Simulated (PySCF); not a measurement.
Input

```
{"job": {"kind": "nmr", "xc": "PBE0", "basis": "pcSseg-1"}, "charge": 0, "multiplicity": 1}
N     -2.741597     0.172337    -0.258796
C     -1.412670    -0.043304     0.079392
C     -0.914640    -0.829961     1.083410
O      0.433798    -0.859345     1.038199
C      0.828104    -0.084383     0.002240
Si     2.664371     0.075640    -0.311508
C     -0.275015     0.439507    -0.617329
H     -2.900549     1.047715    -0.735143
H     -3.388475     0.024065     0.501590
H     -1.398229    -1.400293     1.850946
H      2.829148     0.962784    -1.463509
H      3.315551     0.648166     0.869667
H      3.235300    -1.243209    -0.592492
H     -0.275776     1.089808    -1.468835
```

Command:

```sh
OMP_NUM_THREADS=1 python probes_run.py task.json out
```

Geometry: GFN2-xTB.

Method: PBE0/pcSseg-1, SCF density, gas phase, non-relativistic in PySCF.

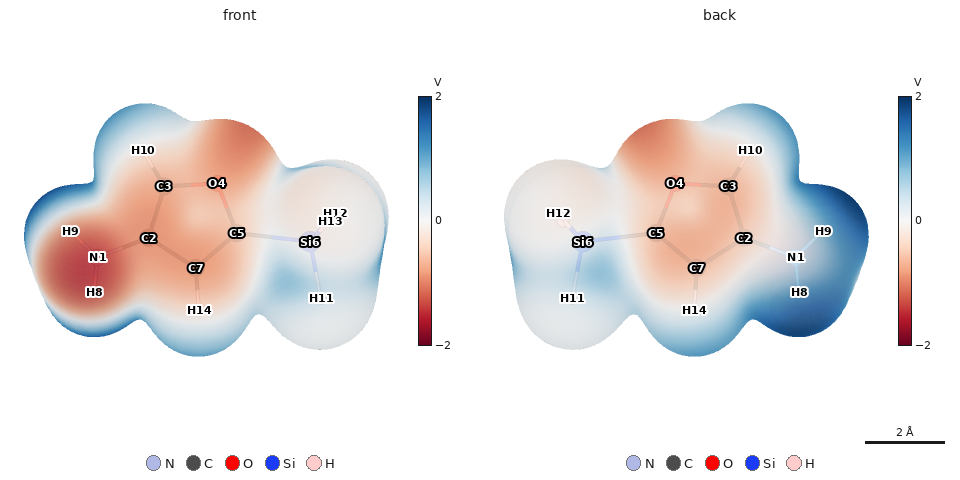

C4H7NOSi (SMILES Nc1coc([SiH3])c1). The molecular electrostatic potential painted on the density surface at 0.002 e/bohr³, seen from the front and from behind; the colour scale runs from red (negative) to blue (positive).

Where is the surface potential most negative and most positive?

The most negative region (about −1.4 V) lies over N1, the most positive (about +1.9 V) over H8 and H9. N1 is the likeliest acceptor of a hydrogen bond.

How polar is the molecule by this calculation?

Its dipole moment is 2.21 D.
